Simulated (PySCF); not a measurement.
C2H12N2Si2: NMR shielding calculation

System: C2H12N2Si2.
Method: GIAO PBE0/pcSseg-1 NMR shielding, non-relativistic, gas phase (PySCF 2.14.0).

The geometry comes from this level: PBE0-D3(BJ)/def2-SVP. Figures and captions count atoms from 1; the log counts them from 0 in places.

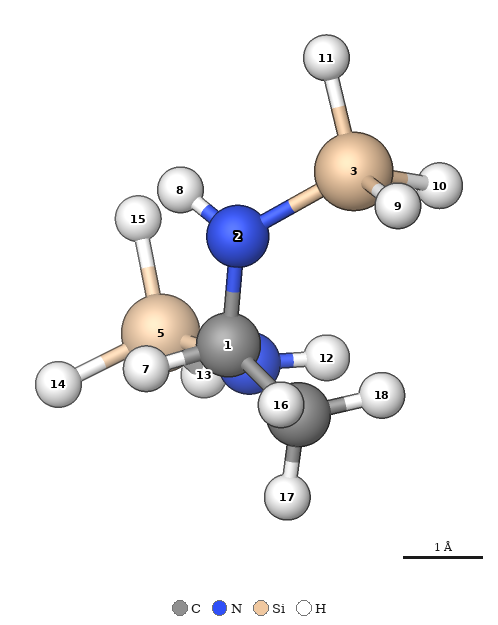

The structure (ball-and-stick view, seen at a tilt; atoms are numbered from 1 in the order of the input).

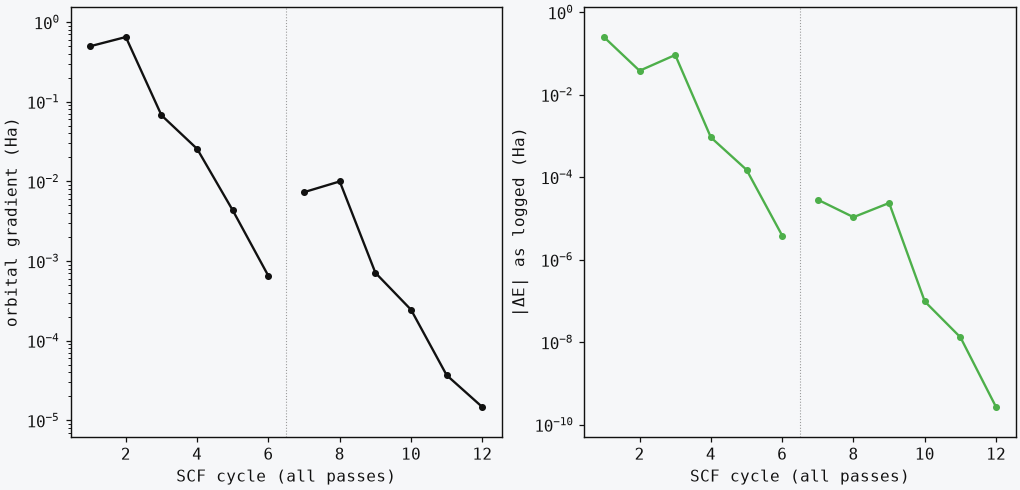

Convergence of the self-consistent field: orbital gradient and size of the energy change against the SCF cycle. The dotted line marks the change from a coarse to the final integration grid. The first 6 cycles use a coarse grid, the final grid takes over at cycle 7, and the field converges after 12 cycles in all.

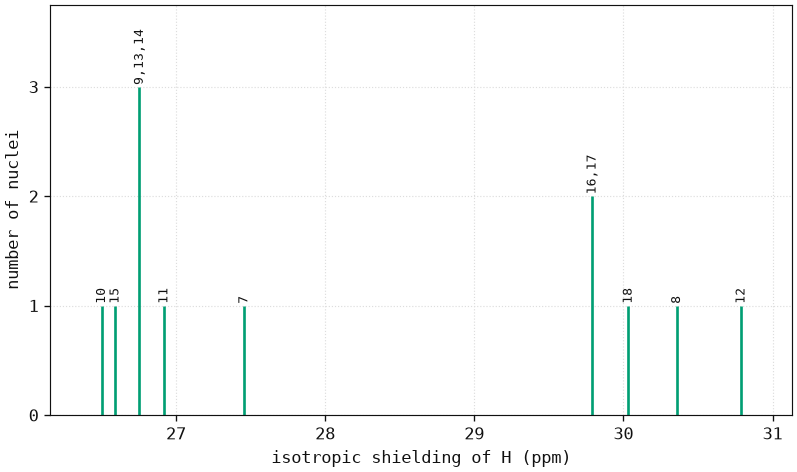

Isotropic shieldings of the hydrogen nuclei in this fixed geometry, labelled by atom number; shielding grows to the right, so chemical shift grows to the left. The least shielded is H10 (26.5 ppm), the most shielded H12 (30.8 ppm).

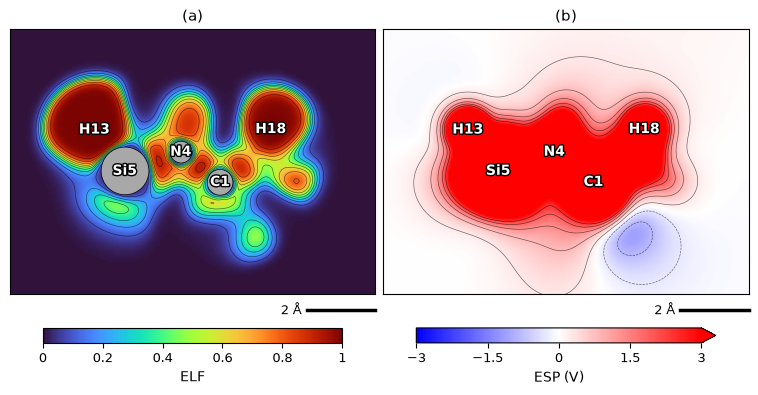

(a) electron localisation function; (b) molecular electrostatic potential on the plane of atoms N4, Si5 and H13. Grey discs, where drawn, cover atomic cores. Atoms in the plane: C, N, Si and H. C–N (1.45 Å): the ELF peaks at about 0.90 between the atoms (a covalent bond). Si–N (1.73 Å): the ELF peaks at about 0.90 between the atoms, which marks a shared but strongly polarised pair. Si–H (1.49 Å): the ELF climbs to about 1 towards the hydrogen, as it does in any bond to H.

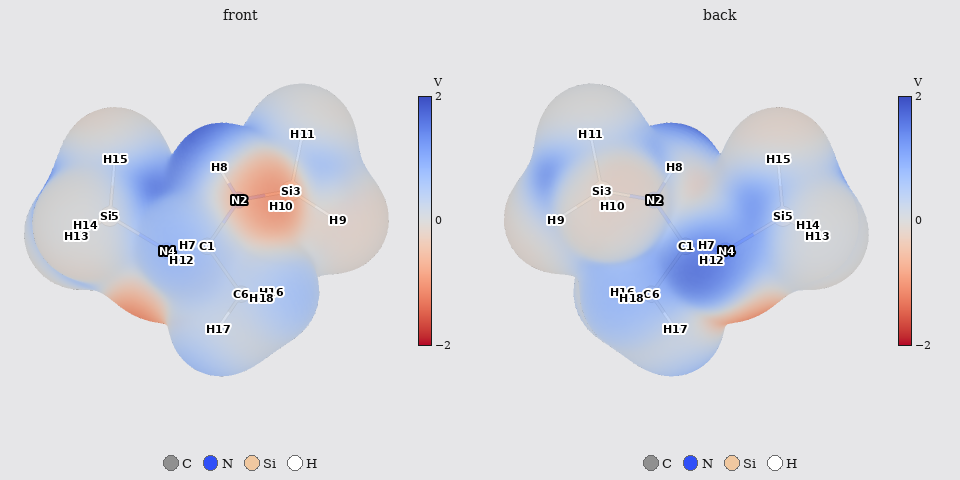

The electrostatic potential painted on the density surface at 0.002 e/bohr³, seen at a tilt and from behind; red is negative and blue positive. Its dipole moment is 0.24 D.

The input that produced these results follows, with the program's output.

### The input
```
{"job": {"kind": "nmr", "xc": "PBE0", "basis": "pcSseg-1"}, "charge": 0, "multiplicity": 1}
C     -0.005078    -0.731909     0.141674
N      0.683186    -0.096950    -0.970034
Si    -0.044388     0.925324    -2.173508
N     -0.233468     0.122854     1.293006
Si     1.005293     0.542529     2.432743
C     -1.320774    -1.331633    -0.327994
H      0.639316    -1.557708     0.495683
H      1.652680     0.118030    -0.760850
H     -0.869089     0.147938    -3.147930
H     -0.940835     1.996367    -1.617024
H      1.088029     1.582327    -2.890330
H     -0.964243     0.811630     1.133600
H      0.360209     1.287876     3.553293
H      1.634990    -0.721017     2.925109
H      2.119553     1.399346     1.896324
H     -1.162743    -2.021542    -1.168691
H     -1.807173    -1.866602     0.498367
H     -2.013277    -0.539112    -0.662947
```

The first line tells a small driver script what to run in PySCF; the rest is the geometry in Å.

Command:
```bash
OMP_NUM_THREADS=1 python <driver script> task.json out
```

### What the program printed
```
coarse grid: 14984 points
cycle   1  E = -771.3374753983  dE =  2.497e-01  |g| = 4.979e-01  |ddm| = 3.637e+00
cycle   2  E = -771.2994618145  dE =  3.801e-02  |g| = 6.498e-01  |ddm| = 9.950e-01
cycle   3  E = -771.3911867411  dE = -9.172e-02  |g| = 6.767e-02  |ddm| = 6.381e-01
cycle   4  E = -771.3921075273  dE = -9.208e-04  |g| = 2.564e-02  |ddm| = 8.548e-02
cycle   5  E = -771.3922585460  dE = -1.510e-04  |g| = 4.329e-03  |ddm| = 2.231e-02
cycle   6  E = -771.3922623851  dE = -3.839e-06  |g| = 6.496e-04  |ddm| = 4.394e-03
final grid: 132720 points
cycle   7  E = -771.4222515292  dE = -2.838e-05  |g| = 7.336e-03  |ddm| = 2.837e-02
cycle   8  E = -771.4222408104  dE =  1.072e-05  |g| = 1.000e-02  |ddm| = 1.589e-02
cycle   9  E = -771.4222644683  dE = -2.366e-05  |g| = 7.130e-04  |ddm| = 9.366e-03
cycle  10  E = -771.4222645651  dE = -9.678e-08  |g| = 2.450e-04  |ddm| = 7.432e-04
cycle  11  E = -771.4222645782  dE = -1.309e-08  |g| = 3.691e-05  |ddm| = 2.052e-04
cycle  12  E = -771.4222645785  dE = -2.663e-10  |g| = 1.470e-05  |ddm| = 5.780e-05
converged SCF energy = -771.4222645785

GIAO shielding tensors (ppm)
atom      isotropic    diamagn.    paramagn.     s11        s22        s33       span
  0 C      120.728     240.080    -119.352     90.544    132.560    139.079     48.535
  1 N      218.727     324.223    -105.496    186.009    196.168    274.004     87.995
  2 Si     418.987     879.747    -460.759    377.929    405.472    473.562     95.633
  3 N      212.833     324.175    -111.342    179.728    194.196    264.575     84.847
  4 Si     410.042     879.674    -469.632    367.508    384.355    478.263    110.754
  5 C      157.535     247.610     -90.075    136.641    153.638    182.325     45.684
  6 H       27.455      31.511      -4.056     24.088     26.519     31.757      7.669
  7 H       30.357      34.623      -4.267     21.930     29.022     40.118     18.188
  8 H       26.735      28.877      -2.141     23.213     25.057     31.936      8.722
  9 H       26.500      29.791      -3.291     22.696     25.237     31.567      8.872
 10 H       26.918      28.728      -1.810     23.782     24.929     32.044      8.261
 11 H       30.789      34.853      -4.064     23.648     30.449     38.269     14.621
 12 H       26.744      28.277      -1.533     23.425     24.769     32.037      8.612
 13 H       26.784      28.994      -2.211     23.352     25.215     31.783      8.431
 14 H       26.591      29.349      -2.758     22.547     25.322     31.904      9.356
 15 H       29.768      29.567       0.200     25.760     27.187     36.356     10.596
 16 H       29.813      29.145       0.668     25.773     27.736     35.928     10.155
 17 H       30.032      31.072      -1.040     27.127     29.209     33.761      6.634
```

### Key numbers

| quantity | value |
| --- | --- |
| outcome | converged |
| total energy | −771.422265 hartree |
| HOMO | −6.70 eV |
| LUMO | 0.43 eV |
| dipole moment | 0.24 D |
| isotropic shielding, C | 120.7 to 157.5 ppm |
| isotropic shielding, N | 212.8 to 218.7 ppm |
| isotropic shielding, Si | 410.0 to 419.0 ppm |
| isotropic shielding, H | 26.5 to 30.8 ppm |
| hardware | 1 CPU thread, shared host |
| wall time | 27 s |
| peak memory | 0.87 GiB |
